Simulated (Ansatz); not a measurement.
# Calculations on BH₂Cl₂F

### Relaxation

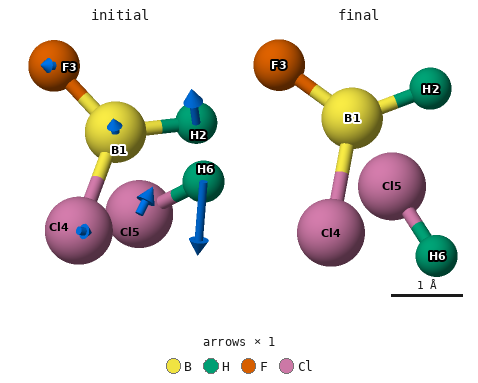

The structure of BH$_{2}$Cl$_{2}$F before (left) and after (right) a relaxation, at one scale. The blue arrows give the displacements, at their true length.

Style: ball-and-stick. Shown from a free direction.

The run prepares an end point of a later path (reaction) calculation, from a guessed geometry.

These are results of Ansatz, RKS B3LYP-D4/cc-pVDZ, not measurements.

The input:
```yaml
crystal:
  periodic: [false, false, false]
  atoms:
    - { symbol: B, position_ang: [-0.02188, 0.248832, -0.044717] }
    - { symbol: H, position_ang: [-0.028247, 0.360817, 1.14582] }
    - { symbol: F, position_ang: [1.122778, 0.123746, -0.696735] }
    - { symbol: Cl, position_ang: [-1.523482, 0.351285, -0.954031] }
    - { symbol: Cl, position_ang: [-0.176119, -2.584962, 1.111997] }
    - { symbol: H, position_ang: [-0.235649, -1.399517, 1.727365] }
basis:
  gaussian: { orbitals: cc-pVDZ }
hamiltonian:
  xc: b3lyp
  dispersion: d4
relax:
  f_tol: 0.03
  max_steps: 50
```

Command:
```bash
ansatz run input.yaml --threads 1 --pin off --max-ram 2048MiB --backend cpu --events-out ev --progress --plain --runs-dir out
```

**Describe what moved and what it gained.**

The atom that moves furthest after the best rigid fit is H6 (1.14 Å). By element the largest moves are H 1.14 Å, Cl 0.45 Å, B 0.25 Å, F 0.24 Å. Among the contacts that change: Cl5–H6 1.337 → 1.298 Å, B1–Cl4 1.758 → 1.768 Å. The energy falls by 0.122 eV in 25 accepted moves (32 points after the start). Largest force component: 1 eV/Å at the start, 0.023 eV/Å at the end. The line search rejected the trial steps at points 8, 11, 14, 16, 21, 25, 31 of the run. The forces were under the threshold at step 13, but the run went on from there. The run took 89 s on 1 thread of Arm Neoverse V2 (shared host), peak memory 0.14 GiB.

### Relaxation

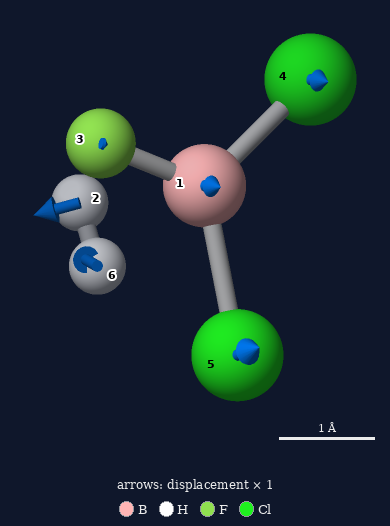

A relaxation of BH2Cl2F. The starting structure is drawn; blue arrows show the displacements, at their true length. The two geometries are superimposed by the best rigid fit.

The picture is a ball-and-stick view, seen from a free direction.

The run prepares an end point of a later path (reaction) calculation, from a guessed geometry.

Level of theory: RKS B3LYP-D4/cc-pVDZ in Ansatz. Set-up: no spin polarisation; force threshold 0.03 eV/Å; at most 50 steps.

**Atoms of which element are displaced furthest, and by how much?**

Hydrogen: up to 0.69 Å, against 0.46 Å for chlorine.

**What did the optimiser do to the structure, and how much energy did it gain?**

The atom that moves furthest after the best rigid fit is H6 (0.69 Å). By element the largest moves are H 0.69 Å, Cl 0.46 Å, B 0.26 Å, F 0.08 Å. Some distances before and after: B1–Cl5 1.819 → 1.756 Å, H2–H6 0.717 → 0.762 Å, B1–Cl4 1.749 → 1.755 Å, B1–F3 1.320 → 1.325 Å. After 13 accepted moves (17 points after the start) the energy has fallen by 4.81 kcal/mol. The largest force component goes from 1.8 to 0.015 eV/Å. The line search rejected the trial steps at points 2, 3, 10, 16 of the run. The forces were under the threshold at step 9, but the run went on from there.

Limits of the set-up: the start holds two separate molecules, 2.3 Å apart at their closest, whose relative position is a soft coordinate.

### Path

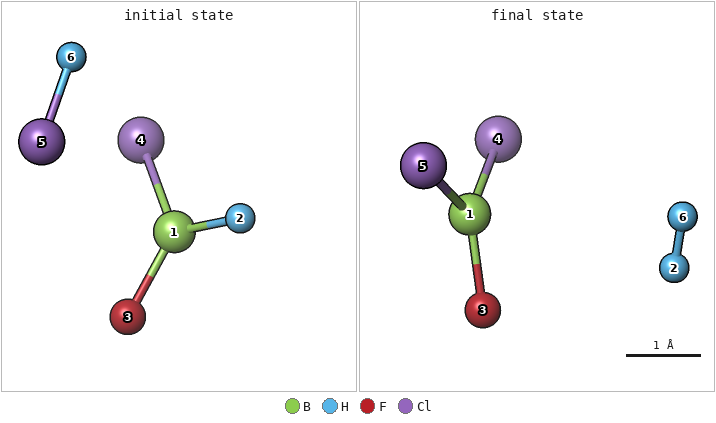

The two relaxed end points of a path for BH2Cl2F, made up at the start of BHClF and HCl. A ball-and-stick model, seen from a free direction.

Level of theory: Ansatz, RKS B3LYP-D4/cc-pVDZ.

Settings: 5 movable images; climbing image; force threshold 0.05 eV/Å; iteration limit 60.

Start:
```xyz
6

B     0.0415    0.4227   -0.1860
H     0.2873    0.9135    0.8777
F     1.0059    0.1464   -1.0512
Cl   -1.6323    0.1249   -0.6705
Cl    0.3226   -2.3722    1.4571
H    -0.8876   -2.1350    1.8626
```

End:
```xyz
6

B    -0.0105   -0.7414   -0.5776
H    -0.0388    0.4420    2.1981
F     0.9263    0.1891   -0.4721
Cl   -1.6201   -0.2783   -1.1030
Cl    0.3914   -2.4080   -0.1997
H    -0.5108   -0.1032    2.4441
```

**What barrier does the band find between them, and by what path?**

The highest point, image 3, lies 104.1 kJ/mol above the start and 155.8 kJ/mol above the end; the end is at −51.7 kJ/mol relative to the start. Breaking: B1–H2 (1.20 → 1.32 at the top → 3.02 Å), Cl5–H6 (1.30 → 1.58 at the top → 3.62 Å). Forming: B1–Cl5 (3.25 → 2.13 at the top → 1.76 Å), H2–H6 (3.41 → 1.05 at the top → 0.76 Å). The band converged in 27 iterations. The largest component of the band force went from 7.9 to 0.044 eV/Å. The climbing image converged on the top of the path. Its vibrational analysis gives one imaginary mode (943i cm⁻¹), as a transition state must have.

Energies of the converged images:

```csv
image,path (Å),E (kJ/mol)
0,0.00,0.0
1,0.91,2.1
2,1.83,12.9
3,2.74,104.1
4,3.49,-3.5
5,4.23,-47.3
6,4.98,-51.7
```

The geometry at the top of the path:

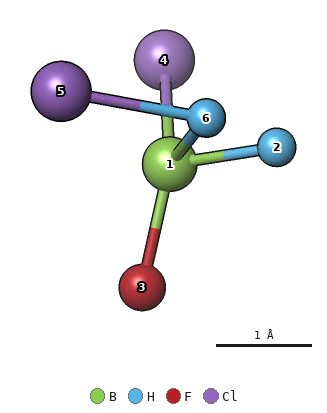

Limits of the set-up: the start holds two separate molecules, 3.3 Å apart at their closest, whose relative position is a soft coordinate.

The run took 6 min on 1 thread of Arm Neoverse V2, on a shared host, peak memory 0.14 GiB.
